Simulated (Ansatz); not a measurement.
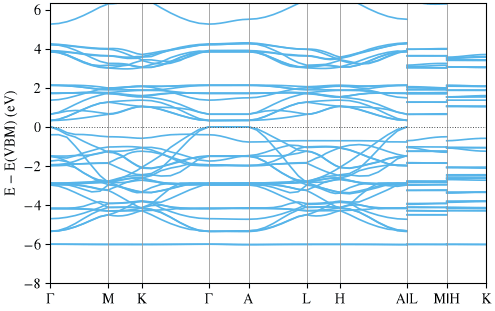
Figure: Band structure from plane-wave PAW r²SCAN+D4 (Ansatz code)

**Question.** Read off the gap and where the band edges lie.

**Answer.** About 0.3 eV (0.32 eV by a search for the band edges); maximum at Γ, minimum at Γ.

The material is Ti4H3NS8 in space group P3m1 (No. 156; Pearson symbol hP16).

A made-up cell: these elements were put on the sites of a structure type; neither database checked (COD, Materials Project) lists it. Whether it is the stable phase at ambient conditions was not checked. Symmetry was held in the r²SCAN+D4 relaxation; its stability against distortions is not shown here. No spin polarisation was allowed.

Potentials: the later of the program's two PAW sets.
